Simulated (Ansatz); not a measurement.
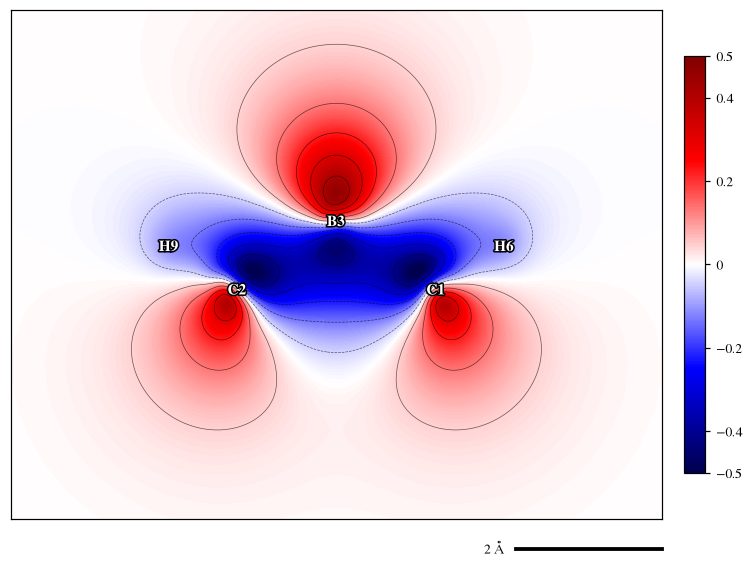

Figure. C2H8B (charge −1). The HOMO−1 on the plane of atoms B3, C2 and H9 (values in Å⁻³ᐟ²; the overall sign is arbitrary).

Geometry: B3LYP-D3(BJ)/def2-SVPD.

Theory: isolated molecule in a Gaussian basis; Kohn-Sham density functional theory, functional PBE0 in Ansatz.

Input file:

```
basis:
  gaussian: {orbitals: def2-TZVPD}
crystal:
  periodic: [false, false, false]
  atoms:
    - {symbol: C, position_ang: [-2.324379, 0.124007, 0.029803]}
    - {symbol: C, position_ang: [-0.223713, 1.837684, -0.189718]}
    - {symbol: B, position_ang: [-1.609889, 1.484007, 0.634154]}
    - {symbol: H, position_ang: [-2.588121, 0.234813, -1.042493]}
    - {symbol: H, position_ang: [-1.657333, -0.760427, 0.096742]}
    - {symbol: H, position_ang: [-3.259321, -0.145102, 0.558581]}
    - {symbol: H, position_ang: [-1.344616, 1.314667, 1.850729]}
    - {symbol: H, position_ang: [-2.407708, 2.451216, 0.549954]}
    - {symbol: H, position_ang: [0.284758, 2.745749, 0.188459]}
    - {symbol: H, position_ang: [0.516515, 1.012918, -0.130719]}
    - {symbol: H, position_ang: [-0.414378, 2.008476, -1.269594]}
total_charge: -1
magnetization: {spin_polarized: false}
hamiltonian: {xc: pbe0}
output: {forces: true, orbitals: {seedname: orbitals}}
```

Launched as:

```sh
ansatz run input.yaml --threads 2 --pin off --max-ram 4350MiB --events-out events.jsonl --progress --plain --runs-dir runs
```

Describe this orbital and give its energy.

Answer. It lies mainly on B3 (about 30 %), C1 (about 15 %), C2 (about 15 %), H8 (about 15 %) and H7 (about 15 %). Its energy is −2.06 eV.
